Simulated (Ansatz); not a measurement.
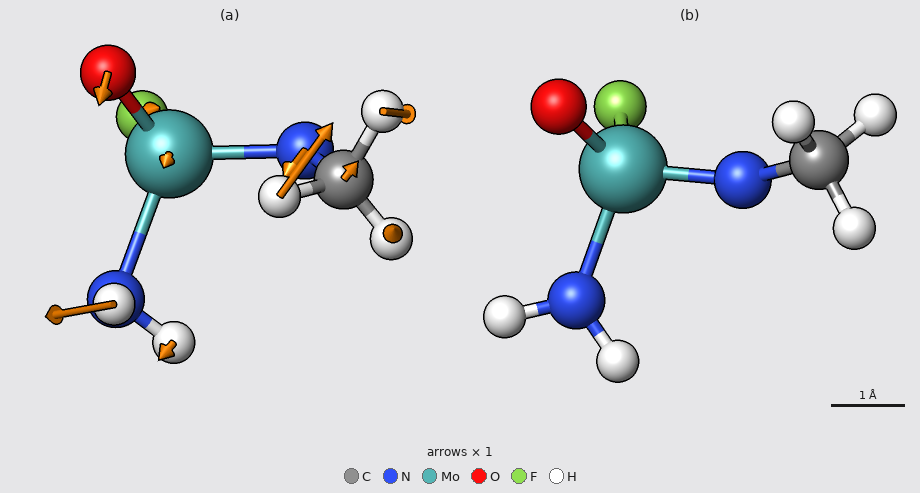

The structure of CH5FMoN2O (coarse preliminary run) before (left) and after (right) a relaxation, at one scale. The orange arrows give the displacements, at their true length.

A ball-and-stick model, seen at a tilt.

The start comes from a force field.

Method: RKS PBE-D4/def2-SVP in Ansatz.

Input file:
```yaml
crystal:
  periodic: [false, false, false]
  atoms:
    - {symbol: C, position_ang: [-1.252100, -1.041600, 0.738100]}
    - {symbol: N, position_ang: [-0.301200, -0.128000, 1.270000]}
    - {symbol: Mo, position_ang: [0.552400, 1.135800, 0.127600]}
    - {symbol: N, position_ang: [1.642700, 0.110400, -1.432900]}
    - {symbol: O, position_ang: [-0.635800, 2.272600, -0.578400]}
    - {symbol: F, position_ang: [1.919100, 2.171600, 1.200700]}
    - {symbol: H, position_ang: [-0.963300, -2.049800, 0.873100]}
    - {symbol: H, position_ang: [-1.382300, -0.773600, -0.363800]}
    - {symbol: H, position_ang: [-2.260800, -0.803400, 1.287700]}
    - {symbol: H, position_ang: [0.834700, -0.156600, -2.100400]}
    - {symbol: H, position_ang: [1.912000, -0.794400, -1.001200]}
basis:
  gaussian: {orbitals: def2-SVP}
hamiltonian: {xc: pbe, dispersion: d4}
relax: {f_tol: 0.03, max_steps: 200}
```

Launched with:
```bash
ansatz run in.yaml --threads 4 --pin off --events-out ev --progress --plain --max-ram 11315MiB
```

Summarise the run.

Answer. H10 moves most after the best rigid fit: 1.51 Å. Largest moves by element: H 1.51 Å, N 0.65 Å, O 0.54 Å, F 0.51 Å, C 0.35 Å, Mo 0.28 Å. Near-neighbour distances that change, for instance: Mo3–H8 2.762 → 3.396 Å, Mo3–N4 2.162 → 1.940 Å, N2–Mo3 1.905 → 1.746 Å, Mo3–F6 2.023 → 1.883 Å. Bond angles that change, for instance: C1–N2–Mo3 120.1° → 151.9°, Mo3–N4–H11 104.1° → 125.7°, Mo3–N4–H10 100.7° → 121.9°. Groups turn about N2–Mo3 by about 65°. The energy falls by 2.430 eV in 19 geometry steps. The largest force component goes from 3.2 to 0.01 eV/Å. The run took 39 s on 4 threads of Arm Neoverse V2, on a shared host.
